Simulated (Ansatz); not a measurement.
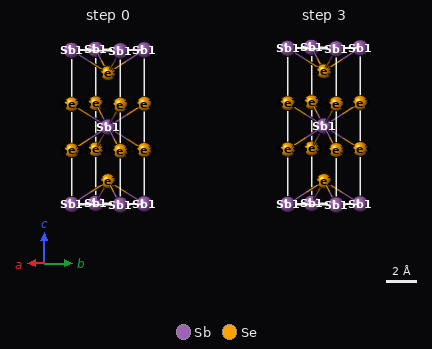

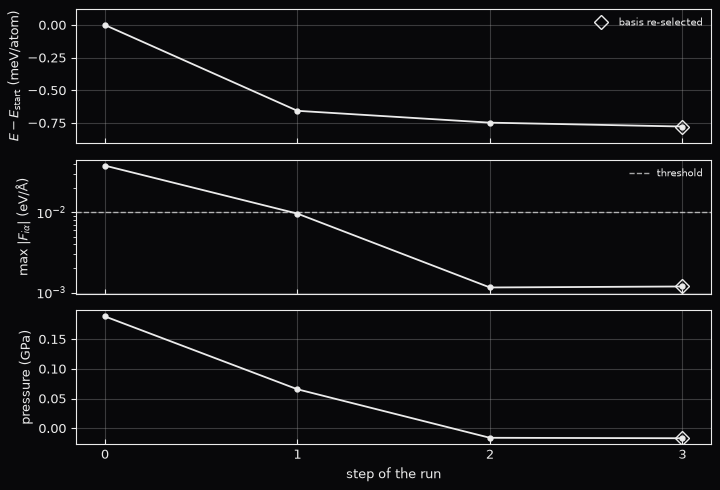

First and last geometry of a relaxation of a crystal of SbSe2 (built on the MoSi2 (C11b)_139 type), with the history of the run. The picture is a ball-and-stick view of the conventional cell (2 times the calculation's cell), seen from a free direction. Lengths and directions refer to the drawn axes.

Case: MoSi2 (C11b) type (I4/mmm, No. 139).

Method: DFT PBE, scalar-relativistic, plane waves, PAW (Ansatz 0.2.0). (plane-wave cutoff 420 eV; k-point mesh 18 × 18 × 18; occupations gaussian; smearing width 0.1 eV; no spin polarisation; cell and atoms relaxed; force threshold 0.01 eV/Å; at most 80 steps)

Q: Read the history and describe the run.

A: It converged. Over 2 accepted moves (3 points after the start) the energy falls by 0.8 meV per atom. The largest force component goes from 0.038 to 0.0012 eV/Å. Pressure: 0.19 GPa at the start and −0.02 GPa at the end. At 1 point the geometry stayed and the basis and grid were re-selected for the new cell (energy shift of less than 0.05 meV per atom at most each time). The largest moves relative to the cell, 0.015 Å, are those of Se2 and Se3. Se2 goes along −c. Sb stays in place. The volume changes by +0.9 %, with a = b 3.682 → 3.674 Å (−0.2 %), c 10.454 → 10.589 Å (+1.3 %). The space group stays I4/mmm (No. 139).
